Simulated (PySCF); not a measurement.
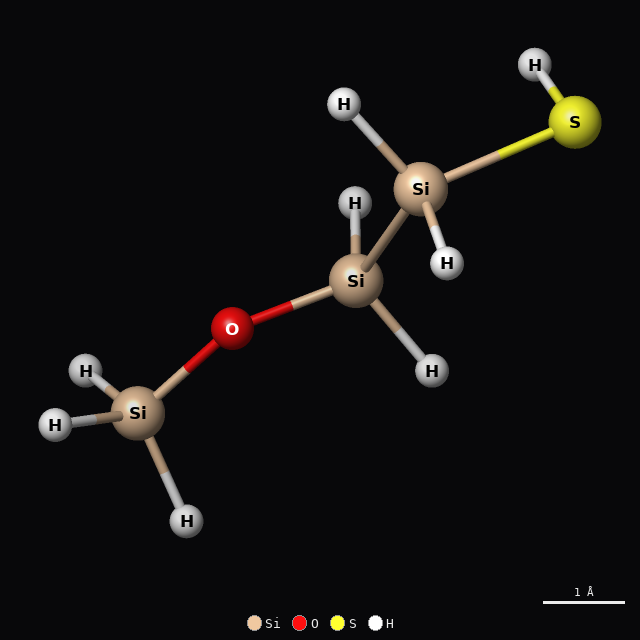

Ball-and-stick drawing of a structure.

Computed geometry: PBE0-D3(BJ)/def2-SVP optimisation. No frequency run is at hand to confirm it as a minimum.

**Give the formula.**

H₈OSSi₃, 13 atoms: 8 hydrogen, 1 oxygen, 1 sulfur and 3 silicon.

**Does it have rings?**

It has no ring.

**How many bonds of each kind are drawn?**

7 Si–H, 2 O–Si, 1 Si–Si, 1 S–Si, 1 S–H.

**Write the SMILES.**

[SiH3]O[SiH2][SiH2]S

**Name functional groups in it.**

Among them: Si–H bond, Si–O bond.

More results for the same structure follow; atom numbers are the same in all pictures, views and colours differ.

### Geometry

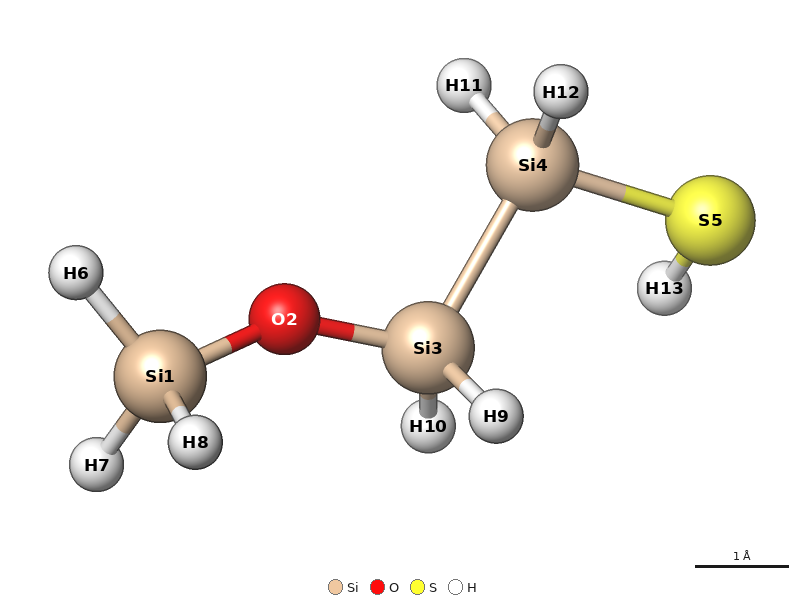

No frequency run is at hand to confirm it as a minimum.

What are the angles Si1–O2–Si3, O2–Si1–H7, O2–Si1–H8, O2–Si3–H9, O2–Si3–H10, Si3–Si4–S5, Si3–Si4–H11, Si3–Si4–H12, Si4–Si3–H9, Si4–Si3–H10, Si4–S5–H13, S5–Si4–H12?

```tsv
angle	degrees
Si1–O2–Si3	145.3
O2–Si1–H7	110.2
O2–Si1–H8	110.2
O2–Si3–H9	110.5
O2–Si3–H10	110.2
Si3–Si4–S5	105.6
Si3–Si4–H11	112.5
Si3–Si4–H12	112.7
Si4–Si3–H9	109.2
Si4–Si3–H10	108.0
Si4–S5–H13	94.8
S5–Si4–H12	104.5
```

### Dipole moment

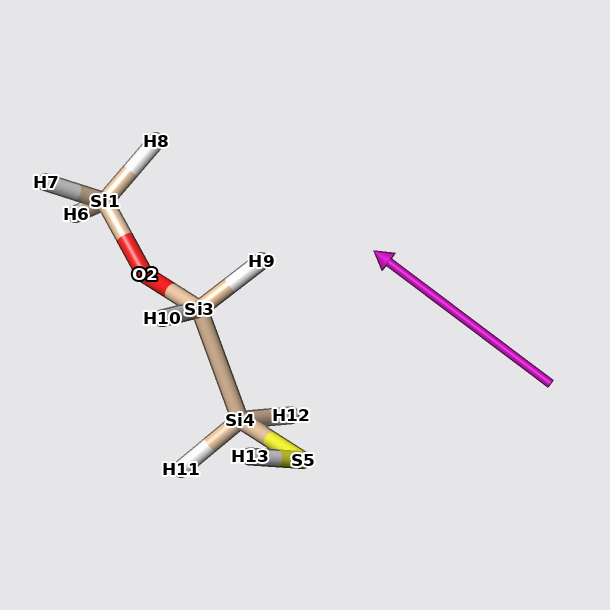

The arrow beside the molecule shows the direction of the dipole moment, from the negative to the positive end (its length means nothing). No frequency run is at hand to confirm it as a minimum. Method: BHandHLYP/pcSseg-1, gas phase (PySCF 2.14.0).

**How large is the dipole moment?**

1.65 D; it points from the side of S5 to the side of H7 (the outermost atoms at the two ends).

### Charges

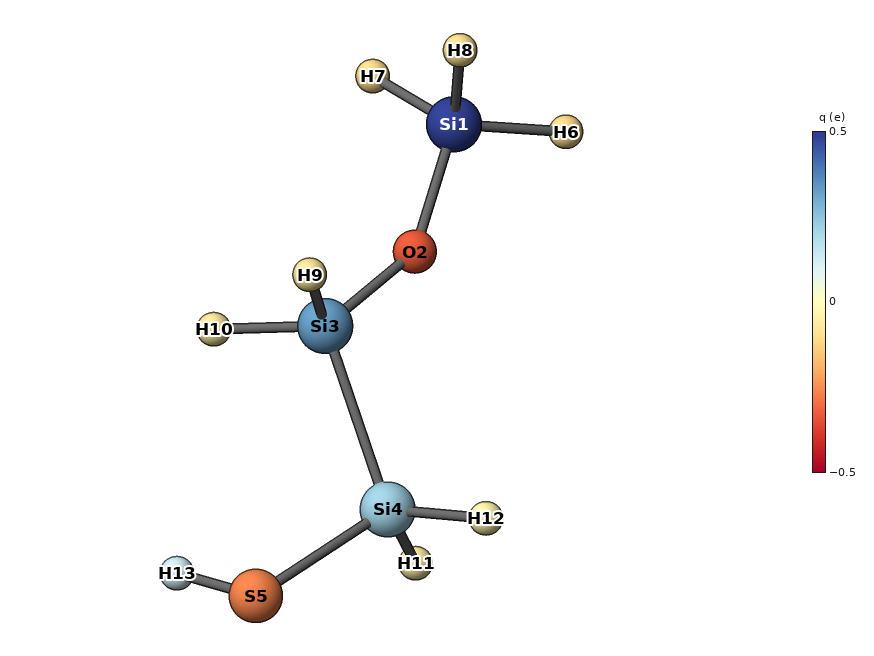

Atoms are coloured by their ESP-fitted charges. No frequency run is at hand to confirm it as a minimum. Level of theory: PBE0/STO-3G, gas phase (PySCF 2.14.0).

Give the ESP-fitted charges atom by atom.

| atom | value (e) |
| --- | --- |
| Si1 | 0.47 |
| O2 | −0.32 |
| Si3 | 0.32 |
| Si4 | 0.21 |
| S5 | −0.26 |
| H6 | −0.11 |
| H7 | −0.10 |
| H8 | −0.10 |
| H9 | −0.08 |
| H10 | −0.07 |
| H11 | −0.06 |
| H12 | −0.04 |
| H13 | 0.12 |

### NMR shielding

The questions are on isotropic NMR shieldings of the Si atoms. No frequency run is at hand to confirm it as a minimum. Properties computed with GIAO BHandHLYP/pcSseg-1 NMR shielding, non-relativistic, gas phase (PySCF 2.14.0).

Give the isotropic NMR shieldings of the Si atoms atom by atom.

```tsv
atom	σ (ppm)
Si1	398.7
Si3	388.2
Si4	410.1
```

### Excitation

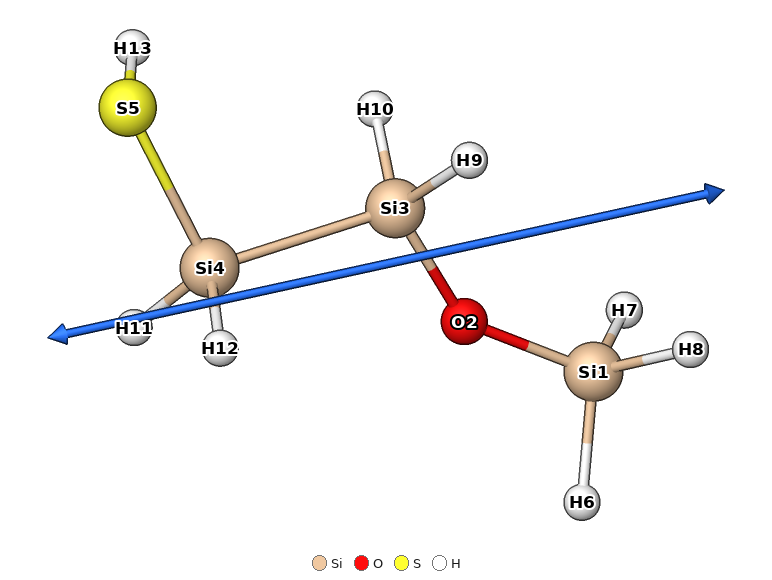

The double arrow shows the direction of the transition dipole to excited singlet state 8 (its length means nothing). No frequency run is at hand to confirm it as a minimum. Method: TDDFT PBE0/def2-TZVP, vertical, gas phase, core orbitals frozen in the response (PySCF 2.14.0).

**How is the transition polarised?**

Nearly parallel to the Si3–Si4 bond.

**Where does the transition lie, and how strong is it?**

7.24 eV (171 nm), oscillator strength 0.073, mainly HOMO → LUMO+5 (weight 0.53); transition dipole 1.63 D.
